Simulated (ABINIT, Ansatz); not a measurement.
# SnTe2 (Fm-3m): from the cell to the phonon bands

Aim: the phonon dispersion of SnTe2 (Fm-3m), checked by a second program.

Program: ABINIT 10.8.3. Level of theory: DFT LDA, scalar-relativistic, plane waves, HGH norm-conserving pseudopotentials. Results are calculated unless marked as measured.

The structure was built from a prototype and need not be the compound's stable phase.

**1. The structure**

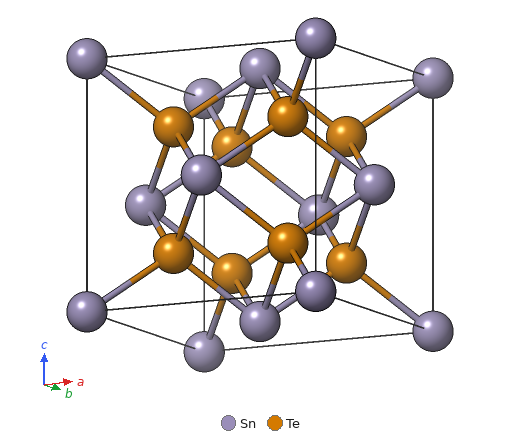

The cell as given, from a free direction (tin purple, tellurium orange). This picture shows the conventional cell, with its axes. Some periodic images of atoms are drawn too.

**2. Relaxation**

The harmonic expansion needs vanishing forces, and a free crystal bears no stress, so cell and atoms are brought to rest. Stress is more sensitive to the basis than forces are: the last 3 Ha under the cutoff are smoothed with ecutsm, and the cutoff is raised above that of the later runs.

The starting cell comes from a relaxation made beforehand in Ansatz (LDA, PseudoDojo NC).

Input file relax.abi:

```
# relaxation
ionmov 2
optcell 2
dilatmx 1.08
ntime 40
tolmxf 1.0d-05
tolvrs 1.0d-14
prtwf 0
prtden 0
chksymtnons 0

# basis, mesh and filling
ecut 26.0
ecutsm 3.0
ixc 7
ngkpt 6 6 6
nshiftk 1
shiftk 0.0 0.0 0.0
istwfk *1
occopt 6
tsmear 0.01
nband 14
nstep 100
diemac 1000000.0
prtebands 0
prtgsr 0
useylm 1

# cell and atoms
acell 9.677444127 9.677444127 9.677444127
rprim 
    -0.7071067812 0.0 0.7071067812
    0.0 0.7071067812 0.7071067812
    -0.7071067812 0.7071067812 0.0
ntypat 2
znucl 50 52
natom 3
typat 1 2 2
xred 
    0.0 0.0 0.0
    0.75 0.75 0.75
    0.25 0.25 0.25
pp_dirpath "./pseudo"
pseudos "Sn.hgh, Te.hgh"
```

Launch:

```bash
$ OMP_NUM_THREADS=1 mpirun -n 4 abinit relax.abi > relax.log
```

Numbers of over 12 decimals in the logs are rounded to 6 here.

relax.abo, the main output file:

```text
[banners, grids, parts of the stress and lines that vanish by symmetry left out]
- input  file    -> relax.abi
- output file    -> relax.abo
- root for input  files -> relaxi
[...]
Symmetries : space group Fm -3 m (#225); Bravais cF (face-center cubic)
[...]
mpw =        5132          nfft =      110592          nkpt =          16
[...]
== DATASET  1 ==================================================================
[...]
cutoff_energies: {ecut:  26.0, pawecutdg:  -1.0, }
[...]
Exchange-correlation functional for the present dataset will be:
  LDA: Perdew-Wang 92 LSD fit to Ceperley-Alder data - ixc=7
[...]
ETOT  1  -20.022927252401    -2.002E+01 2.600E-02 3.372E+01
 ETOT  2  -20.038522094421    -1.559E-02 2.853E-03 2.276E+00
 ETOT  3  -20.038652615578    -1.305E-04 1.341E-03 4.085E-01
 ETOT  4  -20.038669530497    -1.691E-05 6.562E-04 5.942E-02
 ETOT  5  -20.038672300607    -2.770E-06 3.620E-04 8.927E-05
[...]
At SCF step   10       vres2   =  3.60E-15 < tolvrs=  1.00E-14 =>converged.
[...]
sigma(1 1)= -1.49070544E-06  sigma(3 2)=  0.00000000E+00
  sigma(2 2)= -1.49070544E-06  sigma(3 1)=  0.00000000E+00
  sigma(3 3)= -1.49070544E-06  sigma(2 1)=  0.00000000E+00
[...]
convergence: {deltae: -1.421E-14, res2:  3.597E-15, residm:  1.284E-05, diffor: null, }
etotal    :  -2.00386723E+01
[...]
ETOT  1  -20.038672420941    -2.004E+01 7.844E-06 4.230E-05
[...]
At SCF step    7       vres2   =  1.41E-15 < tolvrs=  1.00E-14 =>converged.
[...]
sigma(1 1)= -1.28124870E-06  sigma(3 2)=  0.00000000E+00
  sigma(2 2)= -1.28124870E-06  sigma(3 1)=  0.00000000E+00
  sigma(3 3)= -1.28124870E-06  sigma(2 1)=  0.00000000E+00
[...]
convergence: {deltae:  4.583E-13, res2:  1.411E-15, residm:  1.459E-05, diffor: null, }
etotal    :  -2.00386724E+01
[...]
ETOT  1  -20.038672640652    -2.004E+01 1.358E-05 1.587E-03
[...]
ETOT  7  -20.038672761794    -1.741E-13 3.617E-06 5.130E-14
 ETOT  8  -20.038672761794     6.857E-13 8.315E-06 4.247E-16
 At SCF step    8       vres2   =  4.25E-16 < tolvrs=  1.00E-14 =>converged.
[...]
sigma(1 1)= -1.96481782E-09  sigma(3 2)=  0.00000000E+00
  sigma(2 2)= -1.96481782E-09  sigma(3 1)=  0.00000000E+00
  sigma(3 3)= -1.96481782E-09  sigma(2 1)=  0.00000000E+00
[...]
convergence: {deltae:  6.857E-13, res2:  4.247E-16, residm:  8.315E-06, diffor: null, }
etotal    :  -2.00386728E+01
[...]
At Broyd/MD step   3, gradients are converged :
[...]
sigma(1 1)= -1.96481782E-09  sigma(3 2)=  0.00000000E+00
  sigma(2 2)= -1.96481782E-09  sigma(3 1)=  0.00000000E+00
  sigma(3 3)= -1.96481782E-09  sigma(2 1)=  0.00000000E+00
[...]
- sigma(1 1)= -5.78069361E-05  sigma(3 2)=  0.00000000E+00
- sigma(2 2)= -5.78069360E-05  sigma(3 1)=  0.00000000E+00
- sigma(3 3)= -5.78069361E-05  sigma(2 1)=  0.00000000E+00
[...]
fcart     -0.0000000000E+00 -0.0000000000E+00 -0.0000000000E+00
           strten     -1.9648178223E-09 -1.9648178189E-09 -1.9648178215E-09
================================================================================

[key lines of the parts left out:]
pressure_GPa:   5.7807E-05
Total energy (etotal) [Ha]= -2.00386727617938E+01
```

The job ended after 21 s (4 MPI ranks of Intel Xeon Platinum 8488C (Sapphire Rapids), shared host; 85 s of CPU time).

Little changed from the start: no atom moved by 0.005 Å and no cell edge by 0.1 %.

Read from the output:

```yaml
volume_per_atom: 31.69 Å³
pressure: 5.78e-5 GPa
gap_on_the_k_mesh: 0 eV
```

**3. Ground state**

First-order wavefunctions inherit every error of the ground state, hence the very tight tolvrs. Occupations are smeared.

Input file gs.abi:

```
# ground state
tolvrs 1.0d-16
prtden 1
prtwf 1
prtpot 1

# basis, mesh and filling
ecut 20.0
ixc 7
ngkpt 6 6 6
nshiftk 1
shiftk 0.0 0.0 0.0
istwfk *1
occopt 6
tsmear 0.01
nband 14
nstep 100
diemac 1000000.0
prtebands 0
prtgsr 0
useylm 1

# cell and atoms
acell 9.680526803 9.680526803 9.680526803
rprim 
    -0.7071067812 0.0 0.7071067812
    0.0 0.7071067812 0.7071067812
    -0.7071067812 0.7071067812 0.0
ntypat 2
znucl 50 52
natom 3
typat 1 2 2
xred 
    0.0 0.0 0.0
    0.75 0.75 0.75
    0.25 0.25 0.25
pp_dirpath "./pseudo"
pseudos "Sn.hgh, Te.hgh"
```

Launch:

```bash
$ OMP_NUM_THREADS=1 mpirun -n 4 abinit gs.abi > gs.log
```

gs.abo, the main output file:

```text
[banners, grids, parts of the stress and lines that vanish by symmetry left out]
- input  file    -> gs.abi
- output file    -> gs.abo
- root for input  files -> gsi
[...]
Symmetries : space group Fm -3 m (#225); Bravais cF (face-center cubic)
[...]
mpw =        2764          nfft =       64000          nkpt =          16
[...]
== DATASET  1 ==================================================================
[...]
cutoff_energies: {ecut:  20.0, pawecutdg:  -1.0, }
[...]
Exchange-correlation functional for the present dataset will be:
  LDA: Perdew-Wang 92 LSD fit to Ceperley-Alder data - ixc=7
[...]
ETOT  1  -20.023830076933    -2.002E+01 2.592E-02 1.939E+01
 ETOT  2  -20.038073155280    -1.424E-02 3.701E-03 1.313E+00
 ETOT  3  -20.038201589400    -1.284E-04 8.155E-04 2.356E-01
 ETOT  4  -20.038218236266    -1.665E-05 5.248E-04 3.389E-02
 ETOT  5  -20.038220974533    -2.738E-06 3.460E-04 4.780E-05
[...]
ETOT 10  -20.038220979233     3.091E-13 2.148E-05 2.249E-15
 ETOT 11  -20.038220979233    -2.487E-14 2.329E-05 2.212E-17
 At SCF step   11       vres2   =  2.21E-17 < tolvrs=  1.00E-16 =>converged.
[...]
sigma(1 1)=  4.18044446E-06  sigma(3 2)=  0.00000000E+00
  sigma(2 2)=  4.18044446E-06  sigma(3 1)=  0.00000000E+00
  sigma(3 3)=  4.18044446E-06  sigma(2 1)=  0.00000000E+00
[...]
convergence: {deltae: -2.487E-14, res2:  2.212E-17, residm:  2.329E-05, diffor: null, }
etotal    :  -2.00382210E+01
[...]
sigma(1 1)=  4.18044446E-06  sigma(3 2)=  0.00000000E+00
  sigma(2 2)=  4.18044446E-06  sigma(3 1)=  0.00000000E+00
  sigma(3 3)=  4.18044446E-06  sigma(2 1)=  0.00000000E+00
[...]
- sigma(1 1)=  1.22992922E-01  sigma(3 2)=  0.00000000E+00
- sigma(2 2)=  1.22992922E-01  sigma(3 1)=  0.00000000E+00
- sigma(3 3)=  1.22992922E-01  sigma(2 1)=  0.00000000E+00
[...]
fcart     -0.0000000000E+00 -0.0000000000E+00 -0.0000000000E+00
           strten      4.1804444590E-06  4.1804444590E-06  4.1804444590E-06
================================================================================

[key lines of the parts left out:]
pressure_GPa:  -1.2299E-01
```

Run time: 5.8 s. Hardware: 4 MPI ranks.

This step gave:

* pressure: -0.1230 GPa

The cell stands at -0.12 GPa: the relaxation ran with a smoothed and higher cutoff, and the difference is a stress of the finite basis.

**4. Zone-centre response**

At q = 0 one unit cell holds all displacements. The response is solved for single atoms along the cell's directions, and symmetry skips those that follow from others. The crystal is treated as a metal, which screens a static field, so no field response is asked.

Input file dfpt_gamma.abi:

```

# common to the responses
getwfk_filepath "gso_WFK"
kptopt 2
nqpt 1
qpt 0.0 0.0 0.0
asr 0
chneut 0

# displacements
rfphon 1
rfatpol 1 3
rfdir 1 1 1
tolvrs 1.0d-10
prtwf 0

# basis, mesh and filling
ecut 20.0
ixc 7
ngkpt 6 6 6
nshiftk 1
shiftk 0.0 0.0 0.0
istwfk *1
occopt 6
tsmear 0.01
nband 14
nstep 100
diemac 1000000.0
prtebands 0
prtgsr 0
useylm 1

# cell and atoms
acell 9.680526803 9.680526803 9.680526803
rprim 
    -0.7071067812 0.0 0.7071067812
    0.0 0.7071067812 0.7071067812
    -0.7071067812 0.7071067812 0.0
ntypat 2
znucl 50 52
natom 3
typat 1 2 2
xred 
    0.0 0.0 0.0
    0.75 0.75 0.75
    0.25 0.25 0.25
pp_dirpath "./pseudo"
pseudos "Sn.hgh, Te.hgh"
```

Launch:

```bash
$ OMP_NUM_THREADS=1 mpirun -n 4 abinit dfpt_gamma.abi > dfpt_gamma.log
```

dfpt_gamma.abo, the main output file:

```text
[banners, grids, parts of the stress and lines that vanish by symmetry left out]
- input  file    -> dfpt_gamma.abi
- output file    -> dfpt_gamma.abo
- root for input  files -> dfpt_gammai
- root for output files -> dfpt_gammao

 Symmetries : space group Fm -3 m (#225); Bravais cF (face-center cubic)
================================================================================
 Values of the parameters that define the memory need of the present run (RF).
     intxc =       0      iscf =       7    lmnmax =      14     lnmax =       6
     mgfft =      40  mpssoang =       3    mqgrid =    3001     natom =       3
  nloc_mem =       1    nspden =       1   nspinor =       1    nsppol =       1
      nsym =      48    n1xccc =       0    ntypat =       2    occopt =       6
   xclevel =       1
-    mband =          14        mffmem =           1         mkmem =          28
-   mkqmem =          28        mk1mem =          28           mpw =        2764
      nfft =       64000          nkpt =         112
- my_mband =          14
================================================================================
================================================================================

--------------------------------------------------------------------------------
------------- Echo of variables that govern the present computation ------------
--------------------------------------------------------------------------------
-
- outvars: echo of selected default values
-   iomode0 =  0 , fftalg0 =312 , wfoptalg0 =  0
-
- outvars: echo of global parameters not present in the input file
-  max_nthreads =    1
-
 -outvars: echo values of preprocessed input variables
 [... echo left out ...]
================================================================================

 chkinp: Checking input parameters for consistency.

[...]
== DATASET  1 ==================================================================
-   mpi_nproc: 4, omp_nthreads: 1 (-1 if OMP is not activated)

--- !DatasetInfo
iteration_state: {dtset: 1, }
dimensions: {natom: 3, nkpt: 112, mband: 14, nsppol: 1, nspinor: 1, nspden: 1, mpw: 2764, }
cutoff_energies: {ecut:  20.0, pawecutdg:  -1.0, }
electrons: {nelect:   1.60000000E+01, charge:   0.00000000E+00, occopt:   6.00000000E+00, tsmear:   1.00000000E-02, }
meta: {optdriver: 1, rfphon: 1, }
...

 mkfilename: getwfk from: gso_WFK

 Exchange-correlation functional for the present dataset will be:
  LDA: Perdew-Wang 92 LSD fit to Ceperley-Alder data - ixc=7
 Citation for XC functional:
  J.P.Perdew and Y.Wang, PRB 45, 13244 (1992)

 Real(R)+Recip(G) space primitive vectors, cartesian coordinates (Bohr,Bohr^-1):
 R(1)= -6.8451661  0.0000000  6.8451661  G(1)= -0.0730442 -0.0730442  0.0730442
 R(2)=  0.0000000  6.8451661  6.8451661  G(2)=  0.0730442  0.0730442  0.0730442
 R(3)= -6.8451661  6.8451661  0.0000000  G(3)= -0.0730442  0.0730442 -0.0730442
 Unit cell volume ucvol=  6.4147831E+02 bohr^3
 Angles (23,13,12)=  6.00000000E+01  6.00000000E+01  6.00000000E+01 degrees
 setup1 : take into account q-point for computing boxcut.

 getcut: wavevector=  0.0000  0.0000  0.0000  ngfft=  40  40  40
         ecut(hartree)=     20.000   => boxcut(ratio)=   2.05249

--- Pseudopotential description ------------------------------------------------
- pspini: atom type   1  psp file is ./pseudo/Sn.hgh

- pspini: atom type   2  psp file is ./pseudo/Te.hgh

   1.70274819E+03                                ecore*ucvol(ha*bohr**3)
--------------------------------------------------------------------------------

 ==>  initialize data related to q vector <==

 The list of irreducible perturbations for this q vector is:
    1)    idir= 1    ipert=   1
    2)    idir= 1    ipert=   2

[...]
The perturbation idir=   2  ipert=   1 is
 symmetric of a previously calculated perturbation.
 So, its SCF calculation is not needed.

 The perturbation idir=   3  ipert=   1 is
 symmetric of a previously calculated perturbation.
 So, its SCF calculation is not needed.

 The perturbation idir=   2  ipert=   2 is
 symmetric of a previously calculated perturbation.
 So, its SCF calculation is not needed.

 The perturbation idir=   3  ipert=   2 is
 symmetric of a previously calculated perturbation.
 So, its SCF calculation is not needed.

 The perturbation idir=   1  ipert=   3 is
 symmetric of a previously calculated perturbation.
 So, its SCF calculation is not needed.

 The perturbation idir=   2  ipert=   3 is
 symmetric of a previously calculated perturbation.
 So, its SCF calculation is not needed.

 The perturbation idir=   3  ipert=   3 is
 symmetric of a previously calculated perturbation.
 So, its SCF calculation is not needed.

--------------------------------------------------------------------------------
 Perturbation wavevector (in red.coord.)   0.000000  0.000000  0.000000
 Perturbation : displacement of atom   1   along direction   1
 Found     4 symmetries that leave the perturbation invariant.

[...]
dfpt_looppert : total number of electrons, from k and k+q
  fully or partially occupied states are    1.600000E+01 and    1.600000E+01.
 Initialisation of the first-order wave-functions :
  ireadwf=   0

--- !BeginCycle
iteration_state: {dtset: 1, }
solver: {iscf: 7, nstep: 100, nline: 4, wfoptalg: 0, }
tolerances: {tolvrs: 1.00E-10, }
...

     iter   2DEtotal(Ha)        deltaE(Ha) residm    vres2
-ETOT  1   27.197559663633     -8.495E+01 2.349E+00 6.853E+04
 ETOT  2   2.103555     -2.509E+01 7.462E-02 5.459E+02
 ETOT  3   1.971604     -1.320E-01 1.835E-03 5.750E+01
 ETOT  4   1.959245     -1.236E-02 3.641E-05 1.839E+00
 ETOT  5   1.958900     -3.444E-04 3.468E-06 1.814E-02
[...]
At SCF step    9       vres2   =  3.87E-11 < tolvrs=  1.00E-10 =>converged.
[...]
Mean square residual over all n,k,spin=   20.401E-15; max=  10.096E-12

 Thirteen components of 2nd-order total energy (hartree) are
 1,2,3: 0th-order hamiltonian combined with 1st-order wavefunctions
     kin0=   9.49367295E+01 eigvalue=   5.54782555E+00  local=  -2.77703982E+01
 4,5,6: 1st-order hamiltonian combined with 1st and 0th-order wfs
 loc psp =  -9.67536592E+01  Hartree=   1.89224193E+01     xc=  -9.92369549E+00
 note that "loc psp" includes a xc core correction that could be resolved
 7,8,9: eventually, occupation + non-local contributions
    edocc=   8.44470132E+00     enl0=   2.00268048E+01   enl1=  -1.23615113E+02
 1-9 gives the relaxation energy (to be shifted if some occ is /=2.0)
   erelax=  -1.10184386E+02
 10,11,12 Non-relaxation  contributions : frozen-wavefunctions and Ewald
 fr.local=   2.28005845E+01 fr.nonlo=   5.99698641E+01  Ewald=   2.93728341E+01
 13,14 Frozen wf xc core corrections (1) and (2)
 frxc 1  =   0.00000000E+00  frxc 2 =   0.00000000E+00
 Resulting in :
 2DEtotal=    0.1958896976E+01 Ha. Also 2DEtotal=    0.533043022230E+02 eV
    (2DErelax=   -1.1018438571E+02 Ha. 2DEnonrelax=    1.1214328268E+02 Ha)
    (  non-var. 2DEtotal :    1.9588964140E+00 Ha)

[...]
Perturbation wavevector (in red.coord.)   0.000000  0.000000  0.000000
 Perturbation : displacement of atom   2   along direction   1
 Found     2 symmetries that leave the perturbation invariant.

--------------------------------------------------------------------------------

--------------------------------------------------------------------------------

 dfpt_looppert : total number of electrons, from k and k+q
  fully or partially occupied states are    1.600000E+01 and    1.600000E+01.
 Initialisation of the first-order wave-functions :
  ireadwf=   0

--- !BeginCycle
iteration_state: {dtset: 1, }
solver: {iscf: 7, nstep: 100, nline: 4, wfoptalg: 0, }
tolerances: {tolvrs: 1.00E-10, }
...

     iter   2DEtotal(Ha)        deltaE(Ha) residm    vres2
-ETOT  1   106.74064659102     -2.341E+02 1.799E+00 2.887E+05
[...]
ETOT 10   1.924674     -1.228E-11 1.152E-11 6.955E-10
 ETOT 11   1.924674     -1.990E-12 1.066E-12 1.175E-11

 At SCF step   11       vres2   =  1.18E-11 < tolvrs=  1.00E-10 =>converged.
[...]
Mean square residual over all n,k,spin=   24.535E-16; max=  10.662E-13

 Thirteen components of 2nd-order total energy (hartree) are
 1,2,3: 0th-order hamiltonian combined with 1st-order wavefunctions
     kin0=   2.79289633E+02 eigvalue=   1.68499126E+01  local=  -6.96946737E+01
 4,5,6: 1st-order hamiltonian combined with 1st and 0th-order wfs
 loc psp =  -4.06072959E+02  Hartree=   7.45825047E+01     xc=  -3.15030657E+01
 note that "loc psp" includes a xc core correction that could be resolved
 7,8,9: eventually, occupation + non-local contributions
    edocc=   2.00481623E+01     enl0=   4.93406585E+01   enl1=  -2.71753304E+02
 1-9 gives the relaxation energy (to be shifted if some occ is /=2.0)
   erelax=  -3.38913131E+02
 10,11,12 Non-relaxation  contributions : frozen-wavefunctions and Ewald
 fr.local=   1.68620662E+02 fr.nonlo=   1.35501101E+02  Ewald=   3.67160427E+01
 13,14 Frozen wf xc core corrections (1) and (2)
 frxc 1  =   0.00000000E+00  frxc 2 =   0.00000000E+00
 Resulting in :
 2DEtotal=    0.1924673987E+01 Ha. Also 2DEtotal=    0.523730472481E+02 eV
    (2DErelax=   -3.3891313126E+02 Ha. 2DEnonrelax=    3.4083780525E+02 Ha)
    (  non-var. 2DEtotal :    1.9246739666E+00 Ha)

[...]
---- first-order wavefunction calculations are completed ----

 ==> Compute Derivative Database <==

 [... matrices left out ...]
  Phonon wavevector (reduced coordinates) :  0.00000  0.00000  0.00000
 Phonon energies in Hartree :
  -3.603361E-06 -3.603361E-06 -3.603359E-06  3.628770E-04  3.628770E-04
   3.628770E-04  3.761991E-04  3.761991E-04  3.761991E-04
 Phonon frequencies in cm-1    :
- -7.908463E-01 -7.908462E-01 -7.908460E-01  7.964231E+01  7.964231E+01
-  7.964231E+01  8.256616E+01  8.256616E+01  8.256616E+01

== END DATASET(S) ==============================================================
================================================================================

 -outvars: echo values of variables after computation
            acell      9.6805268030E+00  9.6805268030E+00  9.6805268030E+00 Bohr
           etotal      1.9246739866E+00
            fcart      0.0000000000E+00  0.0000000000E+00  0.0000000000E+00
           strten      0.0000000000E+00  0.0000000000E+00  0.0000000000E+00
================================================================================
```

Elapsed: 34 s, on 4 MPI ranks; 2.3 min of CPU time.

Read from the output:

```yaml
largest_acoustic_frequency_at_the_zone_centre_before_the_sum_rule: -0.79 cm⁻¹
highest_optical_zone_centre_mode_no_lo_to_term: 82.57 cm⁻¹
lowest_optical_zone_centre_mode: 79.64 cm⁻¹
```

The acoustic modes at Γ come out as far as 0.8 cm⁻¹ from zero, where they should vanish, a small numerical error.

[end of part 1 of 3]

[Host names and launcher messages were left out of these logs when they were recorded.]

[Logs are printed without paths, hosts, clocks, repeated set-up lines and the standing remarks that a program may print on its own settings, such as how far it seeks lower states.]

[Hosts, paths, dates, database ids (printed as entryN), source tags and the programs' standing remarks are cut or masked in the printed files.]
